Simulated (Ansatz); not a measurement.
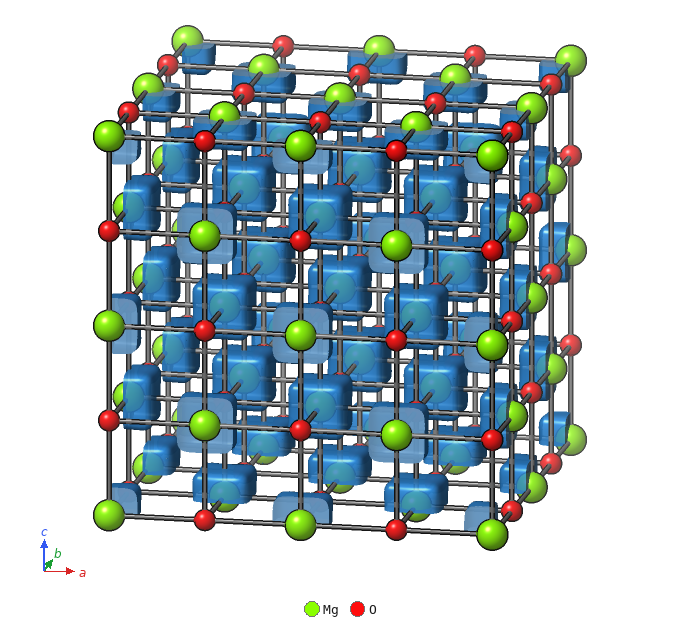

Bond-valence mismatch map for Mg2+ in MgO (Fm-3m, No. 225): the blue surface encloses the points where |V − 2| < 1 v.u. (2×2×2 cells, view slightly off an axis). Pale faces close the region where the drawn box cuts it.

At each point the valence sum V of a Mg2+ ion is computed from the anions within 5 Å (s = exp((R0 − d)/b), R0 fitted to published crystal structures with b = 0.37 Å; R0: Mg2+–O 1.677 Å). The other Mg2+ ions are ignored. This is an empirical screen for pathways, not an energy calculation.

Source of the atomic positions: coordinates from a relaxation with Ansatz, DFT, LDA, plane waves, PAW.

```
CELL_PARAMETERS angstrom
4.15925 0.00000 0.00000
0.00000 4.15925 0.00000
0.00000 0.00000 4.15925
ATOMIC_POSITIONS crystal
Mg 0.00000 0.00000 0.00000
O 0.50000 0.00000 0.00000
Mg 0.00000 0.50000 0.50000
O 0.50000 0.50000 0.50000
Mg 0.50000 0.00000 0.50000
O 0.00000 0.00000 0.50000
Mg 0.50000 0.50000 0.00000
O 0.00000 0.50000 0.00000
```

Q: What pathways for Mg2+ does the map suggest at this level (counting the regions that come within 0.6 Å of a Mg site)?

A: No path at this level: the regions are isolated pockets that do not connect across cells.

Q: At which mismatch do paths open?

A: From a mismatch of about 1.15 v.u. the regions form a three-dimensional network. These are grid estimates, good to about 0.1 v.u.

Q: What is the valence sum at the Mg sites themselves?

A: 2.07 v.u., against the formal 2.
